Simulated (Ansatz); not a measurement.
Input file:

```
crystal:
  periodic: [false, false, false]
  atoms:
    - { symbol: Ta, position_ang: [0.0, 0.0, 0.0] }
    - { symbol: Cl, position_ang: [2.82, 0.0, 0.0] }
    - { symbol: Cl, position_ang: [0.0, 0.0, 2.47] }
    - { symbol: Cl, position_ang: [0.0, 0.0, -2.47] }
    - { symbol: Cl, position_ang: [-1.235, 2.139, 0.0] }
    - { symbol: F, position_ang: [-0.965, -1.6714, 0.0] }
    - { symbol: S, position_ang: [0.8829, 2.1884, 1.5071] }
    - { symbol: H, position_ang: [1.2839, 1.7513, 2.7752] }
    - { symbol: H, position_ang: [2.2296, 1.2961, 0.8925] }
basis:
  gaussian: { orbitals: def2-SVP }
hamiltonian:
  xc: pbe
relax:
  f_tol: 0.15
  max_steps: 25
  restrain:
    - { distance: [0, 6], at: 2.5, k: 30.0 }
    - { distance: [8, 1], at: 1.37, k: 30.0 }
    - { distance: [0, 1], at: 3.67, k: 30.0 }
    - { distance: [8, 6], at: 2.6, k: 30.0 }
output:
  orbitals: {}
```

Launched as:

```sh
ansatz run input.yaml --threads 4 --pin off --max-ram 5120MiB --backend cpu --events-out ev --progress --plain --runs-dir out
```

The fields are those of the run's last geometry, not of the input's.

Core potentials replace the inner electrons of Ta; not at a stationary point (largest force 0.9 eV/Å).

The calculation used RKS PBE/def2-SVP in Ansatz 0.2.0.

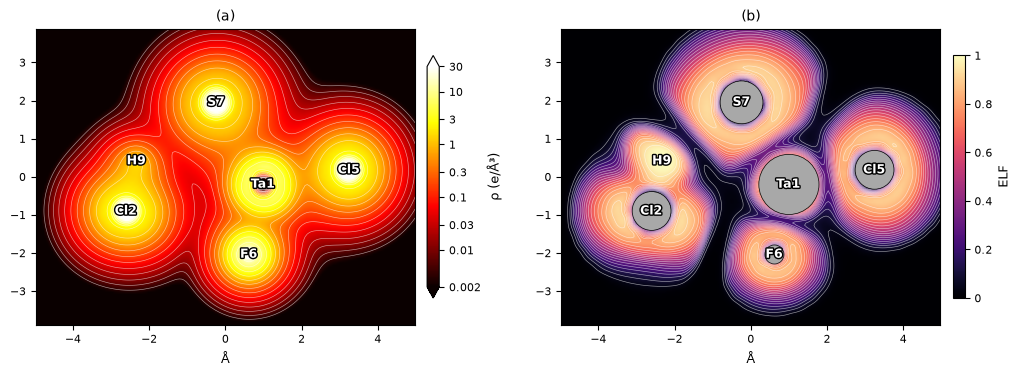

Cl3FHSTa···HCl. (a) electron density; (b) ELF on the plane of atoms Cl5, Ta1 and S7. Grey discs cover the atomic cores in the ELF map.

> What does the map show?

The plane passes through Ta, Cl, F, S and H nuclei.
S7···H9 (2.60 Å): the density falls to about 0.1 e/Å³ on the way; the ELF dips to about 0.10 between them.
Ta–F (1.88 Å): the density is about 1 e/Å³ at the midpoint; the ELF peaks at about 0.85 in the valence shell of F, 0.5 Å from its nucleus, and drops to about 0.20 between the two atoms.
Ta–Cl (2.28 Å): the density is about 0.69 e/Å³ at the midpoint; the ELF peaks at about 0.85 in the valence shell of Cl, 0.8 Å from its nucleus, and is about 0.40 at the midpoint.
Ta–S (2.49 Å): ρ at the midpoint is about 0.55 e/Å³; the ELF peaks at about 0.90 in the valence shell of S, 0.9 Å from its nucleus, and is about 0.55 at the midpoint.
Cl–H (1.34 Å): ρ at the midpoint is about 1.8 e/Å³; the ELF climbs to about 1 towards the hydrogen, as it does in any bond to H: a covalent bond by its length.
The ELF also peaks beside Cl2, away from the bonds: lone-pair regions.
